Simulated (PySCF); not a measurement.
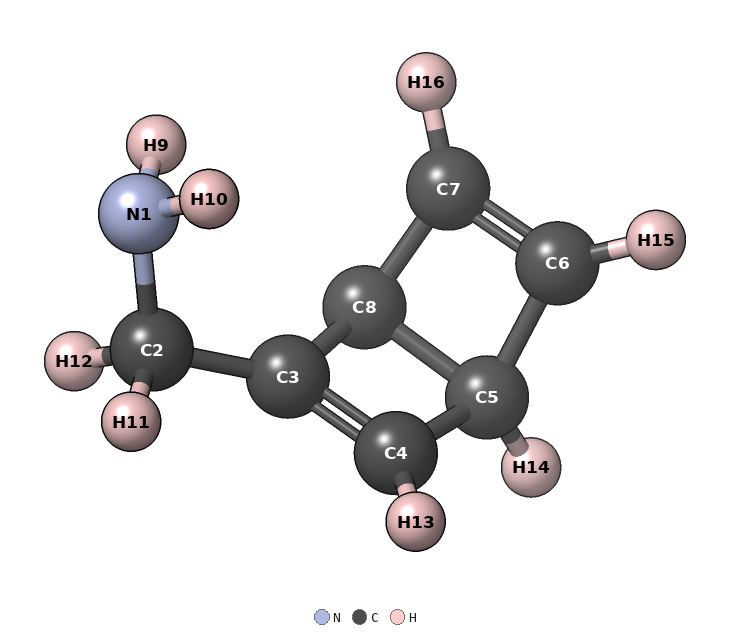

Charge 0, doublet. The computed structure is the end point of a GFN2-xTB optimisation. No frequency run is at hand to confirm it as a minimum. Properties computed with UKS B3LYP, pcH-1 on C H N, non-relativistic (PySCF 2.14.0).

Give the isotropic hyperfine couplings (Fermi-contact term alone) of N1, C2, C3, C4, C5, C6, C7, C8, H9, H10, H11, H12, H13, H14, H15, H16.

| atom | isotope | a_iso (MHz) |
| --- | --- | --- |
| N1 | 14N | −0.2 |
| C2 | 13C | 3.2 |
| C3 | 13C | −18.9 |
| C4 | 13C | 31.2 |
| C5 | 13C | −25.1 |
| C6 | 13C | 33.8 |
| C7 | 13C | −23.2 |
| C8 | 13C | 245.9 |
| H9 | 1H | 0.5 |
| H10 | 1H | 0.5 |
| H11 | 1H | −2.3 |
| H12 | 1H | −6.5 |
| H13 | 1H | 2.9 |
| H14 | 1H | 11.6 |
| H15 | 1H | 0.1 |
| H16 | 1H | 8.8 |
